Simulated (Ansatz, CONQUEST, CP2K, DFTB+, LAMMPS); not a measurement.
# CP2K runs on glassy 40SiO2-28Al2O3-16Li2O-16SrO (mol %) (85 atoms)

Aim: run glassy 40SiO2-28Al2O3-16Li2O-16SrO (mol %) (85 atoms) in CP2K and see how near its forces come to a plane-wave reference, and at what cost.

Program: CP2K 2026.2. Level of theory: the method is named at each step. Results are calculated unless marked as measured.

## 1. Set-up

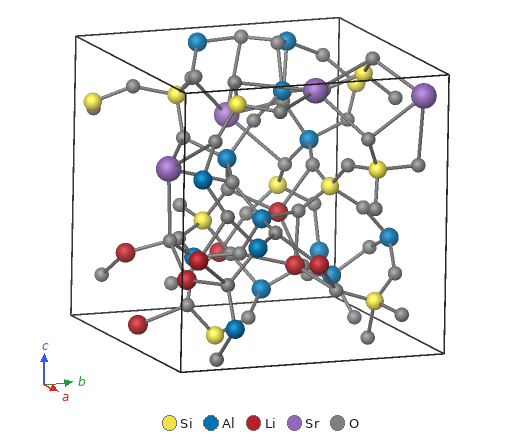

Start, viewed slightly off an axis; silicon yellow, aluminium blue, lithium red, strontium purple, oxygen grey. Some periodic images of atoms are drawn too.

The cell holds 85 atoms: 10 Si, 14 Al, 8 Li, 4 Sr and 49 O. Cell: a = 10.514 Å, b = 10.514 Å, c = 10.514 Å, α = 90.0°, β = 90.0°, γ = 90.0°. 85 atoms (10 Si, 14 Al, 8 Li, 4 Sr, 49 O) placed at random at 2.64 g/cm³, melted at 4000 K for 10 ps at fixed volume with the Morse and Coulomb pair potential with partial charges (Pedone, Malavasi, Menziani, Cormack and Segre, J. Phys. Chem. B 110, 11780 (2006)). Quenched from 4000 K to 300 K at 6 K/ps and fixed volume, held 5 ps, then minimised at fixed cell.

The yardstick, on the same geometry:

* method: Kohn-Sham DFT, PBE, PAW, plane waves (Ansatz 0.2.0); cutoff 420 eV, Γ point, fermi-dirac smearing of 0.05 eV; PAW set soft_2
* r.m.s. force component: 0.677 eV/Å
* longest force: 2.857 eV/Å
* pressure: 1.598 GPa
* gap (highest filled to lowest empty level): 3.509 eV
* SCF cycles: 9
* time: 24 s on 4 threads of Intel Xeon Platinum 8259CL at 2.50GHz (Skylake/Cascade Lake), shared host
* CPU time: 68 s

## 2. PBE, DZVP-MOLOPT-SR, 800/50 Ry, diagonalisation

Method: Kohn-Sham DFT, PBE, GTH-PBE pseudopotentials, Gaussian and plane waves, DZVP-MOLOPT-SR-GTH, diagonalisation.

The input, input.inp:

```
&GLOBAL
  PROJECT cell
  RUN_TYPE ENERGY_FORCE
  PRINT_LEVEL LOW
&END GLOBAL
&FORCE_EVAL
  METHOD QS
  STRESS_TENSOR ANALYTICAL
  &DFT
    BASIS_SET_FILE_NAME BASIS_MOLOPT
    POTENTIAL_FILE_NAME GTH_POTENTIALS
    &MGRID
      CUTOFF 800
      REL_CUTOFF 50
      NGRIDS 5
    &END MGRID
    &QS
      EPS_DEFAULT 1.0E-12
    &END QS
    &SCF
      SCF_GUESS ATOMIC
      EPS_SCF 1.0E-06
      MAX_SCF 200
      ADDED_MOS 14
      &DIAGONALIZATION
        ALGORITHM STANDARD
      &END DIAGONALIZATION
      &SMEAR ON
        METHOD FERMI_DIRAC
        ELECTRONIC_TEMPERATURE [K] 580
      &END SMEAR
      &MIXING
        METHOD BROYDEN_MIXING
        ALPHA 0.3
        NBROYDEN 8
      &END MIXING
      &PRINT
        &RESTART OFF
        &END RESTART
      &END PRINT
    &END SCF
    &XC
      &XC_FUNCTIONAL PBE
      &END XC_FUNCTIONAL
    &END XC
    &PRINT
      &MULLIKEN ON
      &END MULLIKEN
      &HIRSHFELD ON
        SHAPE_FUNCTION DENSITY
      &END HIRSHFELD
      &MO ON
        EIGENVALUES T
        OCCUPATION_NUMBERS T
        MO_INDEX_RANGE 209 232
        &EACH
          QS_SCF 0
        &END EACH
        ADD_LAST NUMERIC
      &END MO
    &END PRINT
  &END DFT
  &SUBSYS
    &CELL
      A 10.51410 0.00000 0.00000
      B 0.00000 10.51410 0.00000
      C 0.00000 0.00000 10.51410
    &END CELL
    &COORD
      Si 2.45168 4.16895 3.79107
      Si 5.59224 9.16987 9.65699
      Si 5.38585 3.50540 0.11492
      Si 5.74459 7.83868 5.51854
      Si 2.88307 2.84627 8.70399
      Si 8.39214 2.97549 9.45943
      Si 7.78485 8.84993 1.53916
      Si 0.22248 8.07641 4.41687
      Si 8.47836 8.58487 6.65132
      Si 1.62222 0.03806 8.37459
      Al 3.88769 6.65416 8.81040
      Al 5.06233 2.73461 3.04299
      Al 9.35103 1.23909 6.93005
      Al 1.60403 7.75520 10.13622
      Al 5.58866 10.30802 3.39490
      Al 2.68120 8.26051 6.61852
      Al 4.21868 4.34485 6.47816
      Al 3.78445 5.99419 1.36641
      Al 3.58815 8.87926 1.65366
      Al 6.67214 4.74827 4.68634
      Al 0.49542 9.66908 1.86951
      Al 10.26018 2.25517 1.42172
      Al 9.68138 3.35358 4.28754
      Al 0.46746 4.66216 10.07461
      Li 2.51813 1.08138 2.80096
      Li 7.56879 1.42392 2.78098
      Li 3.73808 6.64165 4.21268
      Li 6.06022 6.36797 2.70549
      Li 4.14098 0.94122 0.42277
      Li 8.73017 6.21394 3.26894
      Li 10.12823 0.79560 4.07137
      Li 0.73704 5.57069 2.15655
      Sr 0.40574 5.91239 7.24590
      Sr 9.08250 10.12760 9.44965
      Sr 5.88295 1.32751 6.63009
      Sr 7.64081 6.40782 9.59643
      O 2.48122 9.86622 7.22508
      O 0.40669 3.81904 1.03385
      O 1.70507 3.93038 9.02572
      O 6.89578 3.47502 9.95275
      O 4.32277 7.40224 2.26127
      O 9.34661 9.28658 1.31479
      O 5.81304 3.91072 5.94362
      O 9.34441 4.29207 9.29015
      O 5.84742 1.44600 3.89632
      O 5.00923 4.98347 0.60835
      O 1.20176 9.37542 9.42673
      O 9.66961 2.12196 5.53893
      O 0.50068 6.39341 10.17376
      O 7.63324 7.36586 2.01124
      O 1.43423 7.83805 5.45871
      O 5.83785 10.35292 8.69579
      O 9.09932 7.92889 7.96548
      O 9.32632 2.31815 2.88801
      O 3.98064 10.20583 2.70202
      O 5.79548 9.16588 4.63745
[... 25 atom lines left out ...]
      O 5.28985 2.41467 1.30585
      O 0.35180 9.49139 3.64103
      O 7.04234 8.90986 0.00873
      O 0.79571 0.86647 1.63400
    &END COORD
    &KIND Si
      BASIS_SET DZVP-MOLOPT-SR-GTH-q4
      POTENTIAL GTH-PBE-q4
    &END KIND
    &KIND Al
      BASIS_SET DZVP-MOLOPT-SR-GTH-q3
      POTENTIAL GTH-PBE-q3
    &END KIND
    &KIND Li
      BASIS_SET DZVP-MOLOPT-SR-GTH-q3
      POTENTIAL GTH-PBE-q3
    &END KIND
    &KIND Sr
      BASIS_SET DZVP-MOLOPT-SR-GTH-q10
      POTENTIAL GTH-PBE-q10
    &END KIND
    &KIND O
      BASIS_SET DZVP-MOLOPT-SR-GTH-q6
      POTENTIAL GTH-PBE-q6
    &END KIND
  &END SUBSYS
  &PRINT
    &FORCES ON
    &END FORCES
    &STRESS_TENSOR ON
    &END STRESS_TENSOR
  &END PRINT
&END FORCE_EVAL
```

Run with:

```console
$ OMP_NUM_THREADS=2 cp2k.psmp -i input.inp > output.txt
```

Numbers of over 12 decimals in the logs are rounded to 6 here.

The program printed:

```text
CP2K| version string:                                       CP2K version 2026.2
 CP2K| Input file name                                                 input.inp
 GLOBAL| Basis set file name                                        BASIS_MOLOPT
 GLOBAL| Potential file name                                      GTH_POTENTIALS
 GLOBAL| Run type                                                   ENERGY_FORCE
 GLOBAL| Total number of message passing processes                             1
 GLOBAL| Number of threads for this process                                    2
 TOTAL NUMBERS AND MAXIMUM NUMBERS
  Total number of            - Atomic kinds:                                   5
                             - Atoms:                                         85
                             - Shell sets:                                    85
                             - Shells:                                       421
                             - Primitive Cartesian functions:                405
                             - Cartesian basis functions:                   1130
                             - Spherical basis functions:                   1053
  Maximum angular momentum of- Orbital basis functions:                        2
                             - Local part of the GTH pseudopotential:          6
                             - Non-local part of the GTH pseudopotential:      3
 SCF PARAMETERS         Density guess:                                    ATOMIC
                        max_scf:                                             200
                        eps_scf:                                        1.00E-06
                        added MOs                                        14    0
                        Mixing method:                            BROYDEN_MIXING
                                                charge density mixing in g-space
                        Smear method:                                FERMI_DIRAC
                        Electronic temperature [K]:                        580.0
                        Electronic temperature [a.u.]:                  1.84E-03
                        Accuracy threshold:                             1.00E-10
 Extrapolation method: initial_guess
 Number of electrons:                                                        440
 Number of occupied orbitals:                                                220
 Number of molecular orbitals:                                               234
 Number of orbital functions:                                               1053
 Number of independent orbital functions:                                   1053
 SCF WAVEFUNCTION OPTIMIZATION
  Step     Update method      Time    Convergence         Total energy    Change
     1 NoMix/Diag. 0.30E+00   12.0     1.94848766     -1042.0938417592 -1.04E+03
     2 Broy./Diag. 0.30E+00   20.8     0.29310475      -958.1528599739  8.39E+01
     3 Broy./Diag. 0.30E+00   21.6     0.10518921     -1028.0848842105 -6.99E+01
     4 Broy./Diag. 0.30E+00   21.4     0.02304106     -1042.1765820227 -1.41E+01
[...]
15 Broy./Diag. 0.30E+00   20.4     0.00000293     -1041.6568665792 -6.71E-05
    16 Broy./Diag. 0.30E+00   21.4     0.00000094     -1041.6568701742 -3.60E-06
  *** SCF run converged in    16 steps ***
  Electronic density on regular grids:       -440.0000000000        0.0000000000
  Core density on regular grids:              439.9999999996       -0.0000000004
  Total charge density on r-space grids:       -0.0000000004
  Total charge density g-space grids:          -0.0000000004
  Overlap energy of the core charge distribution:               5.36553e-07
  Self energy of the core charge distribution:              -2502.206669
  Core Hamiltonian energy:                                    684.797578
  Hartree energy:                                            1008.594036
  Exchange-correlation energy:                               -232.841817
  Electronic entropic energy:                                  -0.000000
  Fermi energy:                                                 0.162638
  Total energy:                                             -1041.656870
  Total energy (extrapolated to T->0):                      -1041.656870
 MO| EIGENVALUES AND OCCUPATION NUMBERS
 MO|
 MO|  Index      Eigenvalue [a.u.]        Eigenvalue [eV]             Occupation
 MO|    209               0.063821               1.736653               2.000000
 MO|    210               0.066380               1.806278               2.000000
 MO|    211               0.068373               1.860519               2.000000
[...]
MO|    231               0.303331               8.254066               0.000000
 MO|    232               0.305274               8.306937               0.000000
 MO| Sum:                                                             440.000000
 MO| E(Fermi):            0.162638 a.u.          4.425606 eV
 !-----------------------------------------------------------------------------!
                     Mulliken Population Analysis
 #  Atom  Element  Kind  Atomic population                           Net charge
       1     Si       1          3.282752                              0.717248
       2     Si       1          3.328532                              0.671468
       3     Si       1          3.249760                              0.750240
[...]
84     O        5          6.654380                             -0.654380
      85     O        5          6.762635                             -0.762635
 # Total charge                            440.000000                  0.000000
 !-----------------------------------------------------------------------------!
 !-----------------------------------------------------------------------------!
                           Hirshfeld Charges
  #Atom  Element  Kind  Ref Charge     Population                    Net charge
      1       Si     1       4.000          3.489                         0.511
      2       Si     1       4.000          3.540                         0.460
      3       Si     1       4.000          3.452                         0.548
[...]
84       O      5       6.000          6.266                        -0.266
     85       O      5       6.000          6.383                        -0.383
  Total Charge                                                            0.000
 !-----------------------------------------------------------------------------!
 ENERGY| Total FORCE_EVAL ( QS ) energy [hartree]          -1041.656910
 FORCES| Atomic forces [hartree/bohr]
 FORCES|   Atom     x               y               z               |f|
 FORCES|      1  2.17070177E-02  1.98752687E-03  4.70001453E-03   2.22987672E-02
 FORCES|      2 -7.01690630E-03 -2.06802585E-04  1.84333359E-02   1.97247969E-02
 FORCES|      3 -9.48760601E-03  5.89844189E-05  1.03462540E-02   1.40379172E-02
[...]
FORCES|     84  2.40988991E-02 -9.48110687E-03 -1.08251161E-02   2.80683357E-02
 FORCES|     85  1.29559675E-02 -2.85314916E-03  6.25189803E-03   1.46657350E-02
 FORCES| Sum     3.64086186E-03 -4.62414610E-04 -2.66683342E-03
 FORCES| Total atomic force                                       4.53670617E-03
 STRESS| Analytical stress tensor [bar]
 STRESS|                        x                   y                   z
 STRESS|      x       -3.24888539602E+03   8.36240878386E+03   4.30807099988E+03
 STRESS|      y        8.36240878386E+03   1.42635441643E+04  -9.03606461832E+02
 STRESS|      z        4.30807099988E+03  -9.03606461832E+02   3.82179474954E+04
 STRESS| 1/3 Trace                                             1.64108687545E+04
```

Elapsed: 6.6 min, on 2 threads of Intel Xeon Platinum 8259CL at 2.50GHz (Skylake/Cascade Lake), shared host; peak memory 4.1 GiB.

Banners, paths, timers and routine set-up lines are dropped from the logs unmarked, and long logs keep their key lines alone; longer cuts are marked.

Compared with the plane-wave run:

```
r.m.s. force component                           : 0.693 eV/Å
r.m.s. difference of force components            : 68.55 meV/Å
longest difference of force vectors              : 316.3 meV/Å
force difference over r.m.s. force               : 10.13 %
slope of forces against the reference's          : 1.019
correlation of force components                  : 0.9953
gap (highest filled to lowest empty level) : 3.421 eV
gap difference                                   : -0.0877 eV
pressure                                         : 1.641 GPa
pressure difference                              : 0.0435 GPa
```

Length of the force difference by element (eV/Å):

| element | atoms | mean | most |
| --- | --- | --- | --- |
| Al | 14 | 0.13 | 0.23 |
| Li | 8 | 0.059 | 0.081 |
| O | 49 | 0.085 | 0.26 |
| Si | 10 | 0.19 | 0.32 |
| Sr | 4 | 0.083 | 0.15 |

Levels nearest the highest filled one (eV from it): -0.86, -0.79, -0.74, -0.66, -0.63, -0.57, -0.40, -0.36, -0.32, -0.28, -0.18, 0.00, 3.42, 4.67, 4.77, 4.99, 5.06, 5.16, 5.26, 5.38, 5.45, 5.60, 5.66, 5.71.

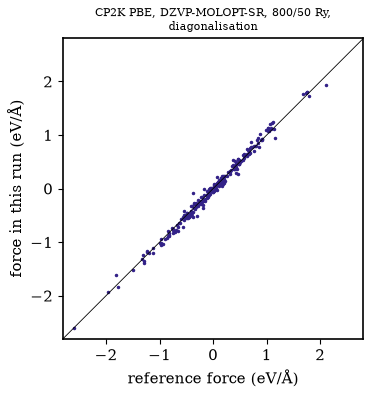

Force components against those of the reference; the line marks equality.

Local excerpt of 10 atoms (numbers count through the whole input) about Sr34, one of the 4 Sr atoms; x, y, z are measured from there.

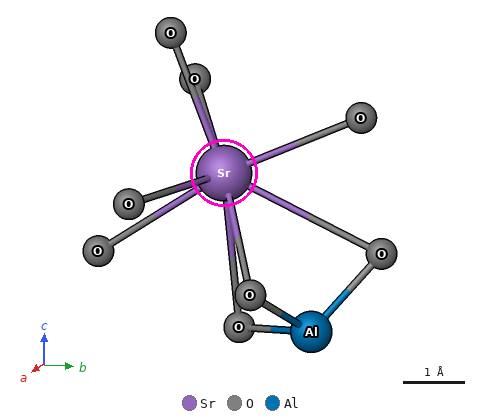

The atoms of the table, within 3.0 Å (arrows a, b, c point along x, y, z); some may hide others; the central atom is ringed.

| atom | x | y | z | distance (Å) | Hirshfeld charge (e) | Fx | Fy | Fz (eV/Å) |
| --- | --- | --- | --- | --- | --- | --- | --- | --- |
| Sr34 | 0.00 | 0.00 | 0.00 | 0.00 | 0.52 | -0.05 | 0.01 | -0.07 |
| O42 | 0.26 | -0.84 | 2.38 | 2.54 | -0.30 | 0.36 | 0.31 | -1.04 |
| O66 | 1.67 | 1.04 | -1.64 | 2.56 | -0.33 | -0.75 | 0.19 | 0.23 |
| O84 | -2.04 | -1.22 | 1.07 | 2.61 | -0.27 | 1.24 | -0.49 | -0.56 |
| O53 | 0.02 | -2.20 | -1.48 | 2.65 | -0.39 | 0.41 | -1.18 | 1.72 |
| O60 | 0.01 | 2.41 | 1.12 | 2.66 | -0.32 | -0.21 | -1.01 | 0.45 |
| O47 | 2.63 | -0.75 | -0.02 | 2.74 | -0.32 | -0.88 | -0.16 | 0.91 |
| O67 | -0.58 | 0.07 | -2.74 | 2.80 | -0.31 | -0.72 | 1.78 | 0.17 |
| O58 | -0.72 | 2.52 | -1.34 | 2.94 | -0.31 | -1.04 | -0.88 | -1.32 |
| Al13 | 0.27 | 1.63 | -2.52 | 3.01 | 0.48 | 1.02 | -0.32 | 0.29 |

Forces lie 10 % from the reference's, at 10 times its CPU time (on 2 against 4 cores).

## 3. PBE, DZVP-MOLOPT-SR, 280/50 Ry, diagonalisation

Method: Kohn-Sham DFT, PBE, GTH-PBE pseudopotentials, Gaussian and plane waves, DZVP-MOLOPT-SR-GTH, diagonalisation.

input.inp: that of step 2 with these lines changed.

```diff
@@ -12,5 +12,4 @@
     &MGRID
-      CUTOFF 800
+      CUTOFF 280
       REL_CUTOFF 50
-      NGRIDS 5
     &END MGRID
@@ -68,5 +67,6 @@
     &END CELL
-    &COORD
-[... 85 atom lines left out: the same atoms as in the first run ...]
-    &END COORD
+    &TOPOLOGY
+      COORD_FILE_NAME structure.xyz
+      COORD_FILE_FORMAT XYZ
+    &END TOPOLOGY
     &KIND Si
```

The input, structure.xyz:

```xyz
85

Si 2.45168 4.16895 3.79107
Si 5.59224 9.16987 9.65699
Si 5.38585 3.50540 0.11492
Si 5.74459 7.83868 5.51854
Si 2.88307 2.84627 8.70399
Si 8.39214 2.97549 9.45943
Si 7.78485 8.84993 1.53916
Si 0.22248 8.07641 4.41687
Si 8.47836 8.58487 6.65132
Si 1.62222 0.03806 8.37459
Al 3.88769 6.65416 8.81040
Al 5.06233 2.73461 3.04299
Al 9.35103 1.23909 6.93005
Al 1.60403 7.75520 10.13622
Al 5.58866 10.30802 3.39490
Al 2.68120 8.26051 6.61852
Al 4.21868 4.34485 6.47816
Al 3.78445 5.99419 1.36641
Al 3.58815 8.87926 1.65366
Al 6.67214 4.74827 4.68634
[... 61 atom lines left out ...]
O 5.28985 2.41467 1.30585
O 0.35180 9.49139 3.64103
O 7.04234 8.90986 0.00873
O 0.79571 0.86647 1.63400
```

The program printed:

```text
CP2K| version string:                                       CP2K version 2026.2
 CP2K| Input file name                                                 input.inp
 GLOBAL| Basis set file name                                        BASIS_MOLOPT
 GLOBAL| Potential file name                                      GTH_POTENTIALS
 GLOBAL| Run type                                                   ENERGY_FORCE
 GLOBAL| Total number of message passing processes                             1
 GLOBAL| Number of threads for this process                                    2
 TOTAL NUMBERS AND MAXIMUM NUMBERS
  Total number of            - Atomic kinds:                                   5
                             - Atoms:                                         85
[... lines left out ...]
                        Smear method:                                FERMI_DIRAC
[... lines left out ...]
 Number of electrons:                                                        440
[... lines left out ...]
  Step     Update method      Time    Convergence         Total energy    Change
[... lines left out ...]
  *** SCF run converged in    16 steps ***
[... lines left out ...]
  Fermi energy:                                                 0.162273
  Total energy:                                             -1041.672440
  Total energy (extrapolated to T->0):                      -1041.672440
[... lines left out ...]
 MO| E(Fermi):            0.162273 a.u.          4.415684 eV
[... lines left out ...]
 !-----------------------------------------------------------------------------!
 !-----------------------------------------------------------------------------!
                           Hirshfeld Charges
  #Atom  Element  Kind  Ref Charge     Population                    Net charge
      1       Si     1       4.000          3.489                         0.511
      2       Si     1       4.000          3.540                         0.460
      3       Si     1       4.000          3.452                         0.548
[...]
84       O      5       6.000          6.267                        -0.267
     85       O      5       6.000          6.383                        -0.383
  Total Charge                                                            0.000
 !-----------------------------------------------------------------------------!
 ENERGY| Total FORCE_EVAL ( QS ) energy [hartree]          -1041.672480
 FORCES| Atomic forces [hartree/bohr]
 FORCES|   Atom     x               y               z               |f|
 FORCES|      1  2.17272075E-02  1.97589451E-03  4.69987894E-03   2.23173603E-02
 FORCES|      2 -7.01119448E-03 -1.80893917E-04  1.84892705E-02   1.97747995E-02
 FORCES|      3 -9.47055924E-03  6.38264870E-05  1.03525063E-02   1.40310354E-02
[...]
FORCES|     84  2.30349606E-02 -8.17557942E-03 -9.96062089E-03   2.63943835E-02
 FORCES|     85  7.46986669E-03 -1.37124428E-03  1.18502561E-02   1.40750768E-02
 FORCES| Sum    -1.72810974E-02 -3.02064415E-03  7.62964705E-03
 FORCES| Total atomic force                                       1.91303981E-02
 STRESS| Analytical stress tensor [bar]
 STRESS|                        x                   y                   z
 STRESS|      x       -1.25976781904E+03   8.34845463244E+03   4.34630317175E+03
 STRESS|      y        8.34845463244E+03   1.65161929243E+04  -9.42995295215E+02
 STRESS|      z        4.34630317175E+03  -9.42995295215E+02   4.03955594269E+04
 STRESS| 1/3 Trace                                             1.85506615107E+04
```

The job ended after 3.8 min (2 threads; peak memory 1.2 GiB).

Compared with the plane-wave run:

| Property | Result |
| --- | --- |
| r.m.s. force component | 0.7035 eV/Å |
| r.m.s. difference of force components | 121.3 meV/Å |
| longest difference of force vectors | 446.1 meV/Å |
| force difference over r.m.s. force | 17.92 % |
| slope of forces against the reference's | 1.024 |
| correlation of force components | 0.9853 |
| gap (highest filled to lowest empty level) | 3.411 eV |
| gap difference | -0.0977 eV |
| pressure | 1.855 GPa |
| pressure difference | 0.2575 GPa |
| energy less the same-level run's | -4.985 meV/atom |
| r.m.s. force difference from the same-level run | 104.1 meV/Å |

This is a coarse setting, run to see what it loses.

Against the first run (10 %), the force difference from the reference is 18 %, at 0.63 times the CPU time: the grid matters here.

The forces add up to 0.98 eV/Å instead of zero, usually a sign of too coarse a grid.

[end of part 1 of 2]

[Also dropped from logs without a mark: logging warnings of Python, and SIESTA's first energy breakdown and zero terms.]

[Logs are printed without paths, hosts, clocks, repeated set-up lines and the standing remarks that a program may print on its own settings, such as how far it seeks lower states.]

[Hosts, paths, dates, database ids (printed as entryN), source tags and the programs' standing remarks are cut or masked in the printed files.]
